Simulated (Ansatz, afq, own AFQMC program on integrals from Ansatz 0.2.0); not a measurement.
# BH4 (doublet): quantum Monte Carlo beside coupled cluster at scale of all distances = 1.526, 6-31G, part 2 of 2

Ansatz 0.2.0, Gaussian basis, and an in-house AFQMC program (afq) on its integrals; all values are calculated; 6-31G, frozen cores. Earlier steps stand in the parts before.

## Step 15: Phaseless AFQMC, CID trial on UHF (settings varied)

It reads the integrals that the CCSD(T) run on this determinant wrote.

Run with:

```
afq ham --method phaseless --trial cid --walkers 80 --populations 1 --least-time 40 --time-step 0.04 --steps-per-block 50 --equilibration-blocks 2 --max-blocks 10 --target-error 0.00128 --factor-cut 0.0001 --start determinant --seed 9059 --release-times 0.2,0.4 --release-step 0.05 --release-every 1 --taylor-order 6
```

The program printed:

```text
orbitals 16  electrons 4 3  factors 82 of 254
reference energy -26.60647626 Eh
CCSD correlation -0.12213745 Eh in 13 cycles, weight of the determinant in the CISD state 0.7150
energy of the start -26.722485 Eh
 block  time / (1/Eh)  mean weight  energy / Eh
     1     2.000  1.0003  -26.715395
     2     4.000  0.9976  -26.721085
     3     6.000  1.0001  -26.725926
     4     8.000  0.9948  -26.723261
     5    10.000  1.0062  -26.738360
     6    12.000  0.9941  -26.734428
     7    14.000  1.0032  -26.739508
     8    16.000  1.0003  -26.735143
     9    18.000  0.9964  -26.734626
    10    20.000  1.0001  -26.734660
    11    22.000  1.0018  -26.741676
    12    24.000  0.9963  -26.742172
no energy: too few blocks
```

Wall time 2.2 s (1 × NVIDIA H100 80GB HBM3 with 2 threads of AMD EPYC 7R13 (Zen 3), shared host).

No energy. The run doesn't count as converged. Caveats: large difference.

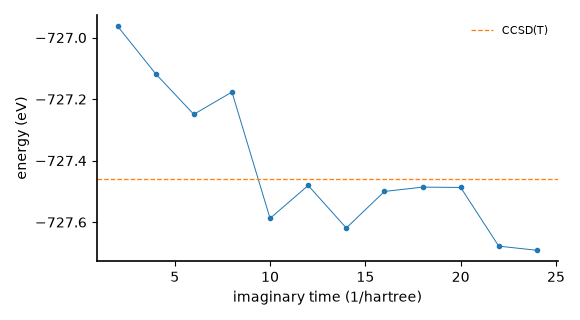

Block energies along the walk.

## Step 16: Phaseless AFQMC, CID trial on UHF (settings varied)

It reads the integrals that the CCSD(T) run on this determinant wrote.

Run with:

```
afq ham --method phaseless --trial cid --walkers 40 --populations 1 --least-time 40 --time-step 0.02 --steps-per-block 10 --equilibration-blocks 15 --max-blocks 100 --target-error 0.00128 --factor-cut 0.001 --start determinant --seed 5181 --taylor-order 8
```

The program printed:

```text
orbitals 16  electrons 4 3  factors 65 of 254
reference energy -26.60647626 Eh
CCSD correlation -0.12219060 Eh in 13 cycles, weight of the determinant in the CISD state 0.7148
energy of the start -26.722536 Eh
 block  time / (1/Eh)  mean weight  energy / Eh
     1     0.200  0.9981  -26.718906
     2     0.400  1.0006  -26.715768
     3     0.600  1.0016  -26.712096
     4     0.800  1.0005  -26.711648
     5     1.000  1.0074  -26.713078
     6     1.200  1.0022  -26.709957
     7     1.400  0.9977  -26.709671
     8     1.600  1.0023  -26.712885
     9     1.800  1.0018  -26.712035
    10     2.000  0.9922  -26.711586
    11     2.200  1.0003  -26.712632
    13     2.600  0.9951  -26.721339
    15     3.000  1.0013  -26.718218
    17     3.400  0.9988  -26.711478
    19     3.800  1.0001  -26.714465
    21     4.200  0.9980  -26.718140
    23     4.600  1.0014  -26.721539
    25     5.000  0.9956  -26.719531
    27     5.400  0.9993  -26.716792
    29     5.800  1.0004  -26.723848
    31     6.200  1.0052  -26.729446
    33     6.600  1.0009  -26.726881
    35     7.000  1.0039  -26.730948
    37     7.400  0.9969  -26.730886
    39     7.800  0.9977  -26.733111
    41     8.200  0.9956  -26.735389
    43     8.600  1.0048  -26.736407
    45     9.000  0.9997  -26.733042
    47     9.400  0.9983  -26.730409
    49     9.800  0.9994  -26.715446
    51    10.200  1.0013  -26.723578
    53    10.600  1.0007  -26.728917
    55    11.000  0.9996  -26.731077
    57    11.400  1.0062  -26.731962
    59    11.800  1.0027  -26.722839
    61    12.200  1.0013  -26.718553
    63    12.600  0.9987  -26.728941
    65    13.000  1.0040  -26.738572
    67    13.400  0.9970  -26.740808
    69    13.800  1.0063  -26.738981
    71    14.200  1.0007  -26.732740
    73    14.600  1.0029  -26.735397
    75    15.000  0.9997  -26.731410
    77    15.400  1.0034  -26.733013
    79    15.800  0.9971  -26.735407
    81    16.200  1.0019  -26.738450
    83    16.600  0.9959  -26.738240
    85    17.000  1.0034  -26.744031
    87    17.400  1.0009  -26.745315
    89    17.800  0.9918  -26.740746
    91    18.200  1.0042  -26.742041
    93    18.600  1.0000  -26.744009
    95    19.000  1.0006  -26.739685
    97    19.400  1.0013  -26.747007
    99    19.800  1.0006  -26.741039
   101    20.200  0.9988  -26.748522
   103    20.600  0.9983  -26.726977
   105    21.000  1.0020  -26.730909
   107    21.400  1.0042  -26.747703
   109    21.800  0.9910  -26.736882
   111    22.200  1.0021  -26.740083
   113    22.600  1.0016  -26.733031
   115    23.000  0.9963  -26.733976
blocks merged  error / Eh  count
     1  0.000887  100
     2  0.001176  50
     4  0.001585  25
     8  0.001931  12
energy -26.731790 +/- 0.001585 Eh
```

Wall time 4.8 s (1 × NVIDIA H100 80GB HBM3 with 2 threads of AMD EPYC 7R13 (Zen 3), shared host).

Energy -727.4091 ± 0.0431 eV. The run doesn't count as converged. Caveats: constraint bias not in the error; error not settled; halves of the run differ; large difference. The error still grows with block length (0.0320 to 0.0525 eV), so the bar may be too small.

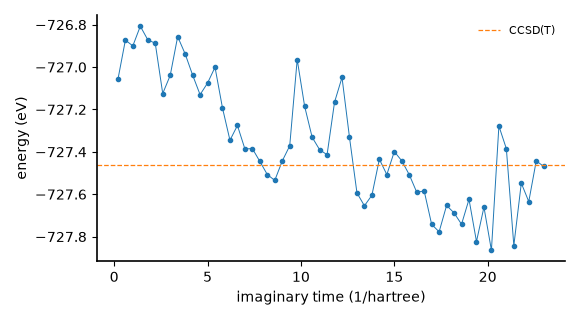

Block energies along the walk.

## Step 17: CCSD(T) on ROHF

Input file in.yaml:

```yaml
crystal:
  periodic: [false, false, false]
  atoms:
    - {symbol: B, position_ang: [0.000000, 0.000000, 0.000000]}
    - {symbol: H, position_ang: [0.632809, 1.239868, 1.237056]}
    - {symbol: H, position_ang: [-0.647523, -1.232541, 1.236764]}
    - {symbol: H, position_ang: [-0.629951, 1.233995, -1.244366]}
    - {symbol: H, position_ang: [0.644665, -1.241321, -1.229454]}
basis:
  gaussian: {orbitals: 6-31G}
magnetization: {spin_polarized: false, initial_magnetization: 1}
correlation: {method: ccsd_t, electrons: outside_noble_gas, hamiltonian_folder: ham}
```

Run with:

```
ansatz run in.yaml --threads 1 --pin off --events-out ev --progress --plain --max-ram 24576MiB --backend cuda --devices 0, --max-vram 18GiB
```

The program printed (excerpt; [...] marks lines left out):

```text
Functional definition: HF
  name "HF"
  cite "Fock, Z. Phys. 61, 126 (1930) doi:10.1007/BF01340294"
  parent pbe
[...]
254 factors; integrals over basis functions are off by at most 2.6e-4 eV
[...]
mean field -723.20174792 eV, -26.5771740325 hartree, gradient 2.7e-6 eV, S^2 0.750000; 7 other end points of the search recorded, 0 dependent functions left out
[...]
1 core orbitals not correlated: weight in the atoms' cores, before any rotation towards them, 1.000 or more for the frozen orbitals, at most 0.000 for the correlated occupied ones
reference -723.10761193 eV, -26.5737145986 hartree; 4, 3 occupied and 12, 13 virtual orbitals, 254 factors
second order -2.60983543 eV of doubles, -0.11698735 eV of singles
cycle   1  -4.20578162 eV  change    2.0e-6 eV  update   1.5e-6
perturbative correction -0.19612428 eV, -0.0072074344 hartree
Total energy: -727.50951783 eV, -26.7354816566 hartree
```

Wall time 9 s (1 × NVIDIA H100 80GB HBM3 with 1 thread of AMD EPYC 7R13 (Zen 3), shared host).

From the report: correlation -4.4019 eV; T1 0.042; largest double amplitude 0.14.

This run also writes the integrals to the folder ham.

## Step 18: Full CI

Input file in.yaml:

```yaml
hamiltonian:
  integrals:
    folder: ../ham
correlation: {method: fci}
```

Same command.

The program printed:

```text
Functional definition: HF
  name "HF"
  cite "Fock, Z. Phys. 61, 126 (1930) doi:10.1007/BF01340294"
  parent pbe
  exchange = exact_x
  correlation = 0
reference -723.10761193 eV, -26.5737145986 hartree; 4, 3 occupied and 12, 13 virtual orbitals, 254 factors
state -727.58392367 eV, -26.7382160209 hartree
Total energy: -727.58392367 eV, -26.7382160209 hartree
```

Wall time 9.5 s (1 × NVIDIA H100 80GB HBM3 with 1 thread of AMD EPYC 7R13 (Zen 3), shared host).

From the report: 254,368 determinants.

## Step 19: CCSDT(Q) on ROHF

Input file in.yaml:

```yaml
crystal:
  periodic: [false, false, false]
  atoms:
    - {symbol: B, position_ang: [0.000000, 0.000000, 0.000000]}
    - {symbol: H, position_ang: [0.632809, 1.239868, 1.237056]}
    - {symbol: H, position_ang: [-0.647523, -1.232541, 1.236764]}
    - {symbol: H, position_ang: [-0.629951, 1.233995, -1.244366]}
    - {symbol: H, position_ang: [0.644665, -1.241321, -1.229454]}
basis:
  gaussian: {orbitals: 6-31G}
magnetization: {spin_polarized: false, initial_magnetization: 1}
correlation: {method: ccsdt_q, electrons: outside_noble_gas}
```

Launched as before.

The program printed (excerpt; [...] marks lines left out):

```text
Functional definition: HF
  name "HF"
  cite "Fock, Z. Phys. 61, 126 (1930) doi:10.1007/BF01340294"
  parent pbe
[...]
402 factors; integrals over basis functions are off by at most 2.0e-8 eV
[...]
mean field -723.20176248 eV, -26.5771745675 hartree, gradient 8.0e-6 eV, S^2 0.750000; 7 other end points of the search recorded, 0 dependent functions left out
[...]
reference -723.10762194 eV, -26.5737149663 hartree; 4, 3 occupied and 12, 13 virtual orbitals, 402 factors
second order -2.60987360 eV of doubles, -0.11698846 eV of singles
cycle   1  -3.48925735 eV  change   -7.5e-1 eV  update   1.2e-1
[...]
cycle  17  -4.47153105 eV  change   -2.9e-7 eV  update   4.6e-7
perturbative correction -0.00249215 eV, -0.0000915849 hartree
Total energy: -727.58164514 eV, -26.7381322865 hartree
```

It took 8 s on 1 × NVIDIA H100 80GB HBM3 with 1 thread of AMD EPYC 7R13 (Zen 3), shared host.

From the report: correlation -4.4740 eV; T1 0.039; largest double amplitude 0.16.

## Step 20: CCSDTQ on ROHF

Changes to in.yaml since step 19:

```diff
@@ -11,2 +11,2 @@
 magnetization: {spin_polarized: false, initial_magnetization: 1}
-correlation: {method: ccsdt_q, electrons: outside_noble_gas}
+correlation: {method: ccsdtq, electrons: outside_noble_gas}
```

Launched as before.

The program printed (excerpt; [...] marks lines left out):

```text
Functional definition: HF
  name "HF"
  cite "Fock, Z. Phys. 61, 126 (1930) doi:10.1007/BF01340294"
  parent pbe
[...]
402 factors; integrals over basis functions are off by at most 2.0e-8 eV
[...]
mean field -723.20176248 eV, -26.5771745675 hartree, gradient 8.0e-6 eV, S^2 0.750000; 7 other end points of the search recorded, 0 dependent functions left out
[...]
1 core orbitals not correlated: weight in the atoms' cores, before any rotation towards them, 1.000 or more for the frozen orbitals, at most 0.000 for the correlated occupied ones
reference -723.10762194 eV, -26.5737149663 hartree; 4, 3 occupied and 12, 13 virtual orbitals, 402 factors
second order -2.60987360 eV of doubles, -0.11698846 eV of singles
cycle   1  -3.48925625 eV  change   -7.5e-1 eV  update   1.2e-1
[...]
cycle  18  -4.47735621 eV  change   -3.4e-8 eV  update   5.8e-7
Total energy: -727.58497815 eV, -26.7382547722 hartree
```

It took 25 s on 1 × NVIDIA H100 80GB HBM3 with 1 thread of AMD EPYC 7R13 (Zen 3), shared host.

From the report: correlation -4.4774 eV; T1 0.039; largest double amplitude 0.16.

## Step 21: Phaseless AFQMC, CISD trial on ROHF

It reads the integrals that the CCSD(T) run on this determinant wrote.

Run with:

```
afq ham --method phaseless --trial cisd --walkers 4000 --populations 20 --least-time 60 --time-step 0.005 --steps-per-block 50 --equilibration-blocks 40 --max-blocks 4000 --target-error 0.00032 --factor-cut 1e-05 --start spin_pure --seed 1046 --release-times 0.24,0.51,0.99,1.62,2.4 --release-step 0.03 --release-every 3 --taylor-order 6
```

The program printed:

```text
orbitals 16  electrons 4 3  factors 95 of 254
reference energy -26.57371460 Eh
CCSD correlation -0.15455935 Eh in 13 cycles, weight of the determinant in the CISD state 0.7970
energy of the start -26.728262 Eh
 block  time / (1/Eh)  mean weight  energy / Eh
     1     0.250  1.0000  -26.726415
     2     0.500  0.9999  -26.726177
     3     0.750  1.0001  -26.726675
     4     1.000  0.9998  -26.727482
     5     1.250  0.9999  -26.728156
     6     1.500  1.0001  -26.728852
     7     1.750  1.0000  -26.729634
     8     2.000  1.0001  -26.730020
     9     2.250  1.0001  -26.730388
    10     2.500  0.9998  -26.731422
    11     2.750  0.9999  -26.731890
    13     3.250  1.0000  -26.733100
    15     3.750  0.9999  -26.733209
    17     4.250  1.0000  -26.734385
    19     4.750  0.9999  -26.734964
    21     5.250  0.9999  -26.735658
    23     5.750  0.9999  -26.734601
    25     6.250  1.0000  -26.735126
    27     6.750  1.0001  -26.736013
    29     7.250  1.0001  -26.735720
    31     7.750  0.9999  -26.735741
    33     8.250  1.0001  -26.736599
    35     8.750  0.9999  -26.734654
    37     9.250  0.9998  -26.734908
    39     9.750  0.9996  -26.735040
    41    10.250  0.9999  -26.736053
    43    10.750  1.0002  -26.736309
    45    11.250  0.9998  -26.735165
    47    11.750  1.0002  -26.734548
    49    12.250  1.0001  -26.734309
    51    12.750  0.9998  -26.733774
    53    13.250  0.9999  -26.734721
    55    13.750  0.9998  -26.734835
    57    14.250  1.0000  -26.736046
    59    14.750  1.0000  -26.735490
    61    15.250  0.9999  -26.736278
    63    15.750  1.0000  -26.735438
    65    16.250  1.0002  -26.736442
    67    16.750  0.9999  -26.736386
    69    17.250  1.0000  -26.735942
    71    17.750  0.9999  -26.734930
    73    18.250  1.0000  -26.734851
    75    18.750  1.0003  -26.735353
    77    19.250  1.0000  -26.734771
    79    19.750  1.0001  -26.734066
    81    20.250  0.9999  -26.735810
    83    20.750  0.9999  -26.736068
    85    21.250  0.9998  -26.735642
    87    21.750  1.0001  -26.734773
    89    22.250  1.0001  -26.734217
error from the spread of 20 populations
released: time / (1/Eh)  energy / Eh  error  mean overlap
  0.24  -26.735879  0.000265  0.9983
  0.51  -26.735960  0.000172  0.9958
  0.99  -26.736433  0.000161  0.9917
  1.62  -26.737020  0.000208  0.9883
  2.40  -26.745337  0.008114  0.9907
energy -26.735272 +/- 0.000177 Eh
```

It took 24 s on 1 × NVIDIA H100 80GB HBM3 with 2 threads of AMD EPYC 7R13 (Zen 3), shared host.

Energy -727.5038 ± 0.0048 eV. Caveats: constraint bias not in the error.

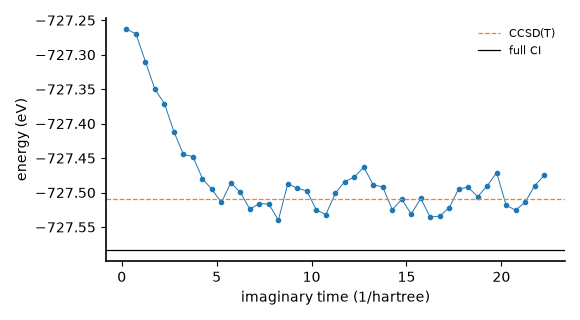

Block energies along the walk.

## Step 22: Phaseless AFQMC, CID trial on ROHF (settings varied)

It reads the integrals that the CCSD(T) run on this determinant wrote.

Run with:

```
afq ham --method phaseless --trial cid --walkers 40 --populations 1 --least-time 40 --time-step 0.02 --steps-per-block 10 --equilibration-blocks 15 --max-blocks 100 --target-error 0.00128 --factor-cut 0.001 --start determinant --seed 5181 --taylor-order 8
```

The program printed:

```text
orbitals 16  electrons 4 3  factors 65 of 254
reference energy -26.57371460 Eh
CCSD correlation -0.15460774 Eh in 13 cycles, weight of the determinant in the CISD state 0.7968
energy of the start -26.720626 Eh
 block  time / (1/Eh)  mean weight  energy / Eh
     1     0.200  0.9995  -26.719629
     2     0.400  0.9982  -26.719708
     3     0.600  1.0014  -26.718834
     4     0.800  1.0014  -26.720247
     5     1.000  1.0069  -26.722565
     6     1.200  1.0020  -26.723080
     7     1.400  0.9943  -26.723672
     8     1.600  1.0046  -26.726869
     9     1.800  1.0042  -26.732139
    10     2.000  0.9954  -26.732887
    11     2.200  1.0019  -26.726957
    13     2.600  0.9984  -26.726903
    15     3.000  1.0022  -26.727551
    17     3.400  0.9998  -26.728025
    19     3.800  0.9984  -26.734436
    21     4.200  0.9988  -26.736232
    23     4.600  1.0025  -26.734528
    25     5.000  0.9964  -26.735305
    27     5.400  1.0035  -26.732116
    29     5.800  0.9973  -26.730166
    31     6.200  1.0022  -26.732217
    33     6.600  0.9983  -26.729969
    35     7.000  1.0035  -26.733022
    37     7.400  0.9990  -26.737145
    39     7.800  0.9974  -26.730056
    41     8.200  0.9937  -26.742871
    43     8.600  1.0072  -26.733572
    45     9.000  0.9975  -26.730362
    47     9.400  1.0033  -26.734413
    49     9.800  1.0042  -26.736760
    51    10.200  1.0052  -26.733933
    53    10.600  1.0027  -26.738581
    55    11.000  0.9992  -26.735684
    57    11.400  1.0061  -26.738567
    59    11.800  1.0009  -26.740480
    61    12.200  1.0053  -26.745649
    63    12.600  0.9983  -26.733020
    65    13.000  0.9970  -26.729127
    67    13.400  0.9975  -26.731976
    69    13.800  1.0066  -26.733706
    71    14.200  0.9955  -26.726027
    73    14.600  1.0035  -26.726585
    75    15.000  0.9998  -26.730651
    77    15.400  0.9991  -26.737312
    79    15.800  0.9855  -26.736482
    81    16.200  1.0000  -26.740482
    83    16.600  0.9959  -26.742219
    85    17.000  1.0009  -26.750537
    87    17.400  1.0010  -26.759620
    89    17.800  0.9977  -26.752465
    91    18.200  1.0098  -26.758229
    93    18.600  1.0044  -26.741408
    95    19.000  1.0005  -26.743636
    97    19.400  1.0042  -26.738205
    99    19.800  1.0029  -26.743192
   101    20.200  0.9956  -26.745204
   103    20.600  0.9993  -26.740423
   105    21.000  1.0103  -26.738913
   107    21.400  1.0023  -26.738676
   109    21.800  0.9943  -26.744747
   111    22.200  0.9995  -26.741342
   113    22.600  0.9971  -26.736499
   115    23.000  0.9979  -26.736983
blocks merged  error / Eh  count
     1  0.000741  100
     2  0.000981  50
     4  0.001350  25
     8  0.001885  12
energy -26.737257 +/- 0.001350 Eh
```

It took 5.8 s on 1 × NVIDIA H100 80GB HBM3 with 2 threads of AMD EPYC 7R13 (Zen 3), shared host.

Energy -727.5578 ± 0.0367 eV. The run doesn't count as converged. Caveats: constraint bias not in the error; error not settled. The error still grows with block length (0.0267 to 0.0513 eV), so the bar may be too small.

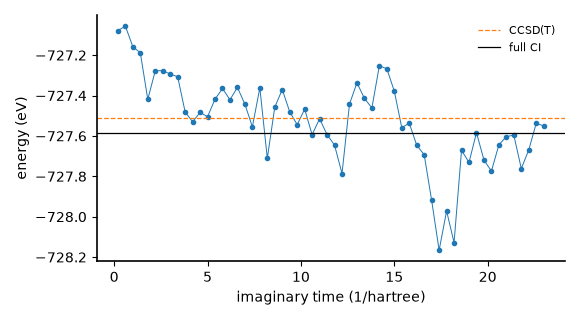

Block energies along the walk.

## Step 23: All levels side by side

The full CI on restricted orbitals is not used as the yardstick for these unrestricted rows.

On the UHF determinant, counted from CCSDTQ (a yardstick, not exact):

```
                                                level  energy (eV)  from CCSDTQ (kJ/mol)  statistical error (kJ/mol)  time
                                                   HF    -723.9991                +345.8                                  
                                                  MP2    -725.5755                +193.7                                  
                                                 CCSD    -727.3226                 +25.1                                  
                                              CCSD(T)    -727.4608                 +11.8                                  
                                             CCSDT(Q)    -727.5811                  +0.2                                  
                                               CCSDTQ    -727.5829                   0.0                                  
Phaseless AFQMC, CISD trial, step 0.005, 4000 walkers    -727.4872                  +9.2                         0.5  18 s
```

On the ROHF determinant, counted from full CI (exact for this spin and basis):

```
                                                level  energy (eV)  from full CI (kJ/mol)  statistical error (kJ/mol)  time
                                                   HF    -723.1076                 +431.9                                  
                                                  MP2    -725.8344                 +168.8                                  
                                                 CCSD    -727.3134                  +26.1                                  
                                              CCSD(T)    -727.5095                   +7.2                                  
                                             CCSDT(Q)    -727.5816                   +0.2                                  
                                               CCSDTQ    -727.5850                   -0.1                                  
                                              full CI    -727.5839                    0.0                                  
Phaseless AFQMC, CISD trial, step 0.005, 4000 walkers    -727.5038                   +7.7                         0.5  24 s
```

The functionals' totals stand on their own zeros and serve differences with other points: PBE -730.255 eV; r2SCAN -730.764 eV; PBE0 -729.957 eV; B3LYP -731.625 eV; wB97M-V -729.880 eV; B2PLYP -729.372 eV.

## Step 24: Results

What follows sums up all 2 parts.

```
                                        quantity              value
                      CCSD(T) on UHF from CCSDTQ       +11.8 kJ/mol
  Phaseless AFQMC, CISD trial on UHF from CCSDTQ  +9.2 ± 0.5 kJ/mol
                    CCSD(T) on ROHF from full CI        +7.2 kJ/mol
Phaseless AFQMC, CISD trial on ROHF from full CI  +7.7 ± 0.5 kJ/mol
```

What this shows: On UHF the phaseless walk with the CISD trial lies +9.2 kJ/mol from CCSDTQ, 18 times its error bar. On ROHF the phaseless walk with the CISD trial lies +7.7 kJ/mol from full CI, 17 times its error bar: mostly the bias of the constraint. Error bars are statistical and leave out the constraint, the time step and what remains of the start.
